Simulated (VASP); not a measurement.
Band structure of Rh (fcc). Computed with AM05 GGA, VASP's PBE PAW potentials (set 64) (plane waves; VASP 6.6.1).

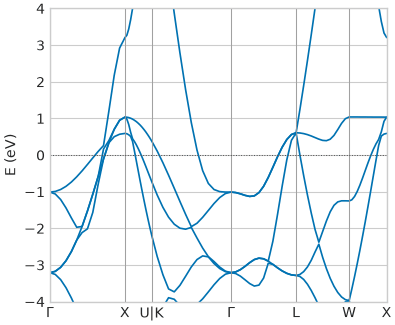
*Bands along high-symmetry lines, zero at the valence-band maximum or, without a gap, the Fermi level*

Question: Read the plot: is there a gap, and where are the band edges?

Answer: It has no gap at this level: it comes out as a metal or semimetal. (Edges off the drawn lines would not show.)

The compound is Rh in the fcc structure. It was relaxed first.
